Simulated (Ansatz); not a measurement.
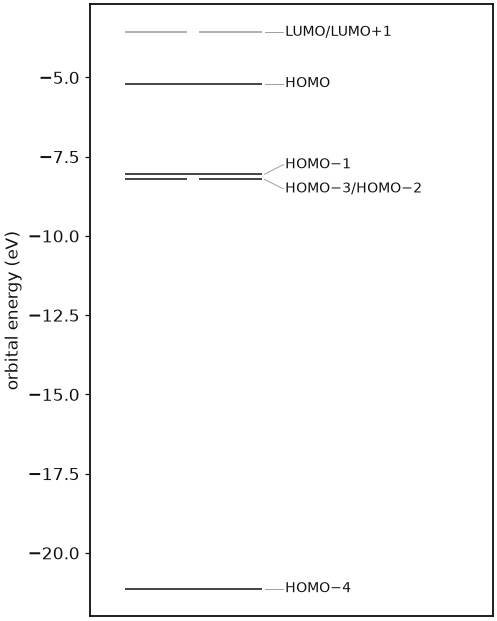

Kohn-Sham orbital energies near the frontier, LDA (SPW92)/def2-TZVPP with the Ansatz code 0.2.0, at a PBE0-D4/def2-TZVP geometry (a minimum by its frequencies), isolated molecule; empty levels in grey, levels within 0.03 eV side by side.

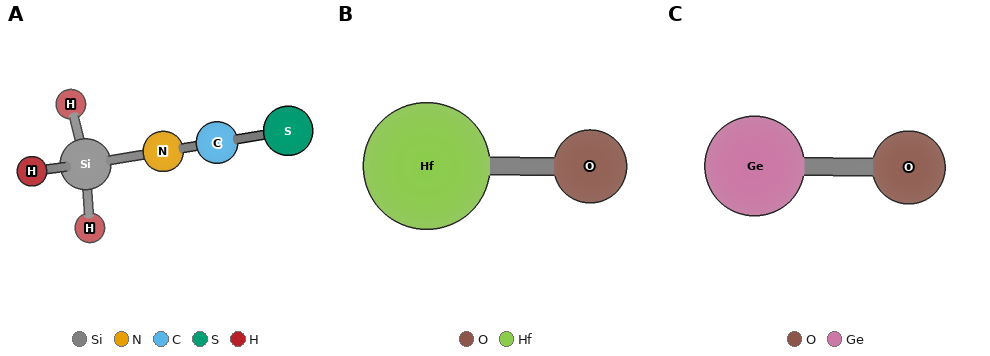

### Which molecule has this level scheme? Choose among the lettered structures.

Structure B, HfO, singlet. HOMO −5.19 eV, LUMO −3.57 eV, separation 1.62 eV.

Note: core potentials past krypton; spin-orbit coupling is left out, and with Hf it can shift these levels and split any degenerate set.
